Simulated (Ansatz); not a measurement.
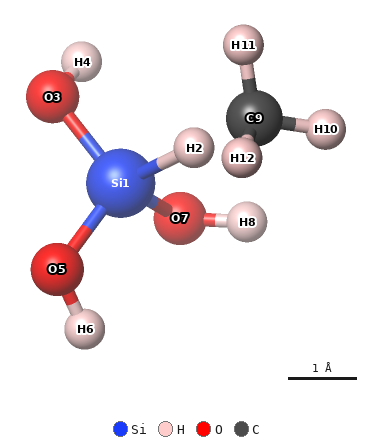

**Figure 1.** The input geometry (ball-and-stick view, seen at a tilt; atoms are numbered from 1 in the order of the input). Bond lengths as drawn: C–H 1.11 Å, H–O 1.01 Å, H–Si 1.71 Å and O–Si 1.68 Å.

# Geometry relaxation, with input and output: CH$_{7}$O$_{3}$Si (part 1 of 2)

CH$_{7}$O$_{3}$Si, multiplicity 2, computed with UKS BHLYP-D4/def2-SVP (Ansatz 0.2.0).

The input holds or restrains some coordinates. It belongs to a series of runs on one base structure; here: pulled along the bonds that form and break, towards end B. Figures and captions count atoms from 1; the log counts them from 0 in places.

## The input
```yaml
crystal:
  periodic: [false, false, false]
  atoms:
    - { symbol: Si, position_ang: [0.0, 0.0, 0.0] }
    - { symbol: H, position_ang: [0.0, 0.0, 1.71] }
    - { symbol: O, position_ang: [1.5842, 0.0, -0.5594] }
    - { symbol: H, position_ang: [1.9006, -0.9521, -0.6761] }
    - { symbol: O, position_ang: [-0.7913, 1.3709, -0.5594] }
    - { symbol: H, position_ang: [-1.7491, 1.1401, -0.7818] }
    - { symbol: O, position_ang: [-0.7913, -1.3709, -0.5594] }
    - { symbol: H, position_ang: [-1.2459, -1.8365, 0.2129] }
    - { symbol: C, position_ang: [0.0, 0.0, 3.12] }
    - { symbol: H, position_ang: [-0.5653, -0.8805, 3.4905] }
    - { symbol: H, position_ang: [1.0452, -0.0494, 3.4905] }
    - { symbol: H, position_ang: [-0.4798, 0.9298, 3.4905] }
magnetization:
  spin_polarized: true
  initial_magnetization: 1
basis:
  gaussian: { orbitals: def2-SVP }
hamiltonian:
  xc: { name: BHLYP }
  dispersion: d4
relax:
  f_tol: 0.15
  max_steps: 25
  restrain:
    - { distance: [1, 8], at: 1.11, k: 30.0 }
    - { distance: [0, 1], at: 2.66, k: 30.0 }
output:
  orbitals: {}
```

Run as:
```bash
ansatz run input.yaml --threads 4 --pin off --max-ram 5120MiB --backend cpu --events-out ev --progress --plain --runs-dir out
```

## What the program printed
```
The last accepted step is kept in [file] (removed where the run ends without a failure and the disk answers)
Engine: ansatz 0.2.0, x86_64-unknown-linux-gnu
Functional definition: BHLYP
  parameter a = 0.5
  exchange = (1 - a)*b88_x + a*exact_x
  correlation = lyp_c
1139 factors; integrals over basis functions are off by at most 3.8e-4 eV
mean field evaluation 1: about -15149.1647 eV, gradient 5.0e1 eV
mean field evaluation 2: about -15147.5664 eV, gradient 5.5e1 eV
mean field evaluation 4: about -15158.6270 eV, gradient 1.6e0 eV
mean field evaluation 8: about -15158.6700 eV, gradient 2.1e-1 eV
mean field evaluation 16: about -15158.6707 eV, gradient 4.6e-4 eV
mean field -15158.67065400 eV, -557.0708716185 hartree, gradient 1.8e-5 eV, S^2 0.762243; 0 other end points of the search recorded, 0 dependent functions left out
the calculation of the forces begins
reference -15158.67082153 eV, -557.0708777750 hartree; 26, 25 occupied and 83, 84 virtual orbitals, 1139 factors
relax step   1: F+E_penalty+E_count = -15158.91607986 eV  Δ(F+E_penalty+E_count) = +0.000e0 eV  max|allowed force component| = 2.405e0 eV/Å  E_restraint = 14.88750000 eV  max|allowed force component, restraints' pulls added| = 3.856e1 eV/Å  Δτ_max = 0.0000 Å  (33 SCF iters, accepted)
  distance H 1 - C 8 = 1.4100 Å
  distance Si 0 - H 1 = 1.7100 Å
these checks for a lower state are left out or cut short: starts, cluster_reference, orbital_swaps, neighbouring_geometries, increment
1139 factors; integrals over basis functions are off by at most 4.6e-4 eV
mean field -15159.16893416 eV, -557.0891830767 hartree, gradient 1.8e-5 eV, S^2 0.756098; 0 other end points of the search recorded, 0 dependent functions left out
[... from here on the field's lines of each further geometry are left out, up to the last ...]
relax step   2: F+E_penalty+E_count = -15159.40675773 eV  Δ(F+E_penalty+E_count) = -4.907e-1 eV  max|allowed force component| = 2.325e0 eV/Å  E_restraint = 5.78956835 eV  max|allowed force component, restraints' pulls added| = 2.391e1 eV/Å  Δτ_max = 0.1948 Å  (37 SCF iters, accepted)
relax step   3: F+E_penalty+E_count = -15159.35480154 eV  Δ(F+E_penalty+E_count) = +5.196e-2 eV  max|allowed force component| = 3.218e0 eV/Å  E_restraint = 1.32869976 eV  max|allowed force component, restraints' pulls added| = 5.491e0 eV/Å  Δτ_max = 0.1948 Å  (33 SCF iters, accepted)
relax step   4: F+E_penalty+E_count = -15159.79288583 eV  Δ(F+E_penalty+E_count) = -4.381e-1 eV  max|allowed force component| = 2.159e0 eV/Å  E_restraint = 0.09851878 eV  max|allowed force component, restraints' pulls added| = 9.519e-1 eV/Å  Δτ_max = 0.1950 Å  (32 SCF iters, accepted)
relax step   5: F+E_penalty+E_count = -15160.08720554 eV  Δ(F+E_penalty+E_count) = -2.943e-1 eV  max|allowed force component| = 4.914e-1 eV/Å  E_restraint = 0.00238385 eV  max|allowed force component, restraints' pulls added| = 5.076e-1 eV/Å  Δτ_max = 0.1932 Å  (32 SCF iters, accepted)
relax step   6: F+E_penalty+E_count = -15160.11491411 eV  Δ(F+E_penalty+E_count) = -2.771e-2 eV  max|allowed force component| = 4.936e-1 eV/Å  E_restraint = 0.00112364 eV  max|allowed force component, restraints' pulls added| = 2.885e-1 eV/Å  Δτ_max = 0.0694 Å  (33 SCF iters, accepted)
relax step   7: F+E_penalty+E_count = -15160.13948520 eV  Δ(F+E_penalty+E_count) = -2.457e-2 eV  max|allowed force component| = 4.416e-1 eV/Å  E_restraint = 0.00158580 eV  max|allowed force component, restraints' pulls added| = 3.338e-1 eV/Å  Δτ_max = 0.1352 Å  (31 SCF iters, accepted)
relax step   8: F+E_penalty+E_count = -15160.14201050 eV  Δ(F+E_penalty+E_count) = -2.525e-3 eV  max|allowed force component| = 4.343e-1 eV/Å  E_restraint = 0.00147412 eV  max|allowed force component, restraints' pulls added| = 3.193e-1 eV/Å  Δτ_max = 0.0149 Å  (33 SCF iters, accepted)
relax step   9: F+E_penalty+E_count = -15160.14248286 eV  Δ(F+E_penalty+E_count) = -4.724e-4 eV  max|allowed force component| = 4.192e-1 eV/Å  E_restraint = 0.00136049 eV  max|allowed force component, restraints' pulls added| = 3.709e-1 eV/Å  Δτ_max = 0.0302 Å  (32 SCF iters, accepted)
the calculation of the forces begins
reference -15159.93448592 eV, -557.1173165849 hartree; 26, 25 occupied and 83, 84 virtual orbitals, 1139 factors
relax step  10: F+E_penalty+E_count = -15160.14765662 eV  Δ(F+E_penalty+E_count) = -5.174e-3 eV  max|allowed force component| = 4.160e-1 eV/Å  E_restraint = 0.00144854 eV  max|allowed force component, restraints' pulls added| = 4.575e-2 eV/Å  Δτ_max = 0.0861 Å  (32 SCF iters, accepted)
  distance H 1 - C 8 = 1.1026 Å
  distance Si 0 - H 1 = 2.6665 Å
1139 factors; integrals over basis functions are off by at most 5.3e-4 eV
mean field evaluation 96: about -15159.9343 eV, gradient 4.6e-3 eV
```

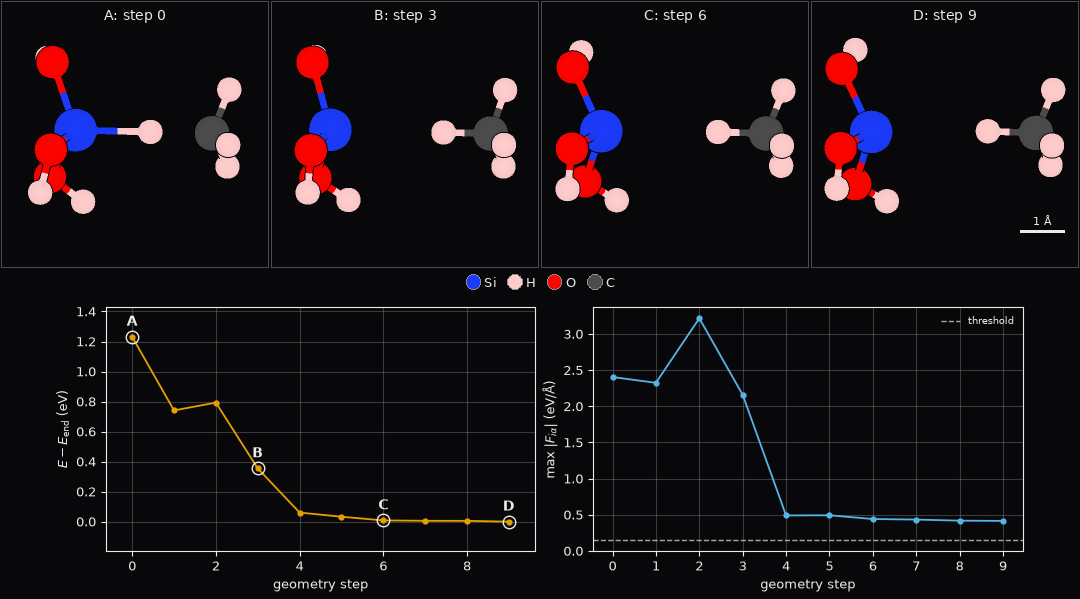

**Figure 2.** Frames of the restrained relaxation (ball-and-stick view, seen at a tilt) above the curves, on which the letters mark them (the first geometry is step 0 here and step 1 in the log).

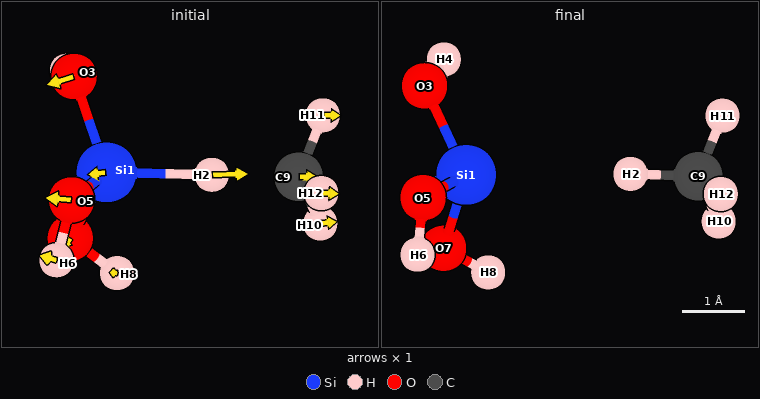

**Figure 3.** Before (left) and after (right) the restrained relaxation, at one scale (ball-and-stick view, seen at a tilt). The yellow arrows give the displacements, at true length. H2 moves most after the best rigid fit: 0.63 Å. Largest moves by element: H 0.63 Å, O 0.51 Å, Si 0.33 Å, C 0.32 Å. Among the contacts that change: Si1–H2 1.710 → 2.666 Å, H2–C9 1.410 → 1.103 Å, O3–H4 1.010 → 0.953 Å, Si1–O5 1.679 → 1.643 Å. Among the angles that change: Si1–O3–H4 109.5° → 117.8°, Si1–O7–H8 109.5° → 117.5°, Si1–O5–H6 109.5° → 116.7°. After 9 geometry steps the energy has fallen by 1.232 eV. The largest force component goes from 2.4 to 0.42 eV/Å. (Atoms are counted from 1 in the order of the input.)

```
mean field -15159.93431144 eV, -557.1173101728 hartree, gradient 1.7e-5 eV, S^2 0.752905; 1 other end points of the search recorded, 0 dependent functions left out
the calculation of the forces begins
reference -15159.93448592 eV, -557.1173165849 hartree; 26, 25 occupied and 83, 84 virtual orbitals, 1139 factors
Total energy: -15160.14783110 eV, -557.1251568757 hartree
Atom 0 at    -0.045322    -0.018275    -0.328981 Å, force     0.007537    -0.013400    -0.220039 eV/Å
Atom 1 at     0.029526    -0.001611     2.336383 Å, force     0.002481    -0.002005     0.415966 eV/Å
Atom 2 at     1.439592    -0.091704    -1.033922 Å, force    -0.002564     0.002310     0.001367 eV/Å
Atom 3 at     2.043903    -0.762246    -0.727880 Å, force    -0.001603     0.006946    -0.001668 eV/Å
Atom 4 at    -0.746376     1.294698    -1.024419 Å, force    -0.006291    -0.019237     0.001290 eV/Å
Atom 5 at    -1.697550     1.286400    -1.095071 Å, force     0.008926    -0.007409    -0.005734 eV/Å
Atom 6 at    -0.963538    -1.360383    -0.662973 Å, force    -0.009499     0.045748     0.036652 eV/Å
Atom 7 at    -1.219630    -1.911963     0.071002 Å, force     0.000309    -0.013106    -0.018530 eV/Å
Atom 8 at     0.018922    -0.018267     3.438807 Å, force     0.000482    -0.000202    -0.212873 eV/Å
Atom 9 at    -0.520193    -0.900936     3.788985 Å, force     0.002505    -0.000418     0.000562 eV/Å
Atom 10 at     1.045068    -0.045848     3.809804 Å, force    -0.001127    -0.001975     0.000965 eV/Å
Atom 11 at    -0.477103     0.881534     3.806564 Å, force    -0.001157     0.002747     0.002042 eV/Å
Dipole moment:    -0.192640    -0.416687     0.457676 e Å
```

## Trajectory as extended XYZ (Å, eV, eV/Å), 10 frames, from step=1 to step=10
```
12
Properties=species:S:1:pos:R:3:forces:R:3 step=1 energy=-15158.91608
Si    0.0000    0.0000    0.0000    0.3642   0.5330  -0.8611
H     0.0000    0.0000    1.7100   -0.0400  -0.0534   1.0585
O     1.5842    0.0000   -0.5594   -0.3758  -2.4051  -0.0771
H     1.9006   -0.9521   -0.6761   -0.6536   2.4034   0.2096
O    -0.7913    1.3709   -0.5594   -1.8539  -1.4870  -0.3205
H    -1.7491    1.1401   -0.7818    2.3652   0.7014   0.4493
O    -0.7913   -1.3709   -0.5594   -0.8738  -0.6771   2.2946
H    -1.2459   -1.8365    0.2129    1.0673   0.9859  -2.0695
C     0.0000    0.0000    3.1200    0.0191   0.0293   0.8283
H    -0.5653   -0.8805    3.4905    0.2418   0.3742  -0.4733
H     1.0452   -0.0494    3.4905   -0.4780   0.0198  -0.5187
H    -0.4798    0.9298    3.4905    0.2174  -0.4243  -0.5202
12
Properties=species:S:1:pos:R:3:forces:R:3 step=2 energy=-15159.40676
Si    0.0002    0.0003   -0.1433    0.1617   0.1970   1.3063
H    -0.0004   -0.0005    1.9048   -0.0016  -0.0027   2.3251
O     1.5954   -0.0106   -0.5730   -0.1191  -1.4091  -0.7825
H     1.8991   -0.9410   -0.6757   -0.1860   1.3569   0.0722
O    -0.8058    1.3754   -0.5737   -1.1157  -0.7469  -0.9173
H    -1.7393    1.1452   -0.7808    1.1974   0.5754   0.1821
O    -0.8033   -1.3889   -0.5642   -0.6588  -0.6523   0.6849
H    -1.2387   -1.8284    0.2046    0.7310   0.6959  -1.3126
C     0.0001    0.0001    3.1223    0.0014   0.0032  -0.9516
H    -0.5637   -0.8780    3.4861    0.2045   0.3164  -0.1729
H     1.0421   -0.0493    3.4857   -0.3944   0.0162  -0.2163
H    -0.4784    0.9271    3.4856    0.1796  -0.3502  -0.2176
12
Properties=species:S:1:pos:R:3:forces:R:3 step=3 energy=-15159.35480
Si   -0.0004   -0.0012   -0.2738   -0.0373  -0.1176   3.2176
H     0.0000    0.0000    2.0996    0.0036   0.0023  -2.4785
O     1.5990   -0.0212   -0.5981    0.1126  -0.4315  -1.2939
H     1.9019   -0.9319   -0.6765    0.2121   0.3447  -0.0266
O    -0.8158    1.3742   -0.5995   -0.3805  -0.0548  -1.3163
H    -1.7344    1.1534   -0.7815    0.1047   0.4065  -0.0350
O    -0.8128   -1.4018   -0.5753   -0.4007  -0.5532  -0.6815
H    -1.2300   -1.8194    0.1913    0.3930   0.4146  -0.5555
C    -0.0001   -0.0001    3.1293    0.0013   0.0032   3.0827
H    -0.5608   -0.8736    3.4884    0.1131   0.1746   0.0512
H     1.0366   -0.0491    3.4871   -0.2237   0.0091   0.0186
H    -0.4759    0.9222    3.4871    0.1019  -0.1980   0.0173
```
